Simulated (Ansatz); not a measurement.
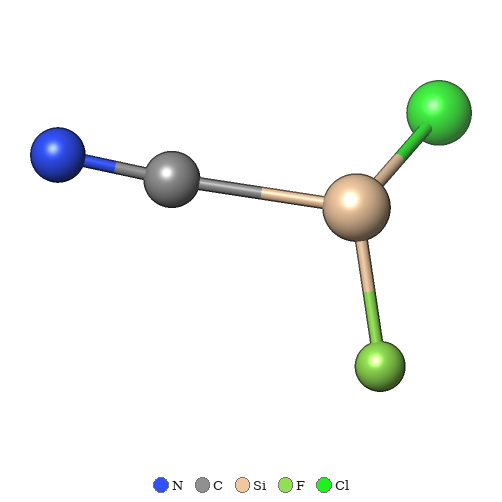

State: neutral, doublet. The computed structure is the end point of a PBE0-D4/def2-TZVP optimisation.

Draw it as a skeletal formula.

SMILES: N#C[Si](F)Cl

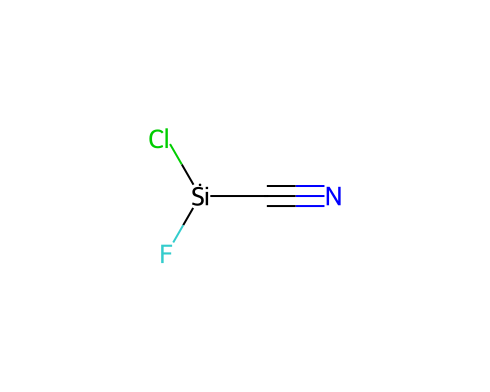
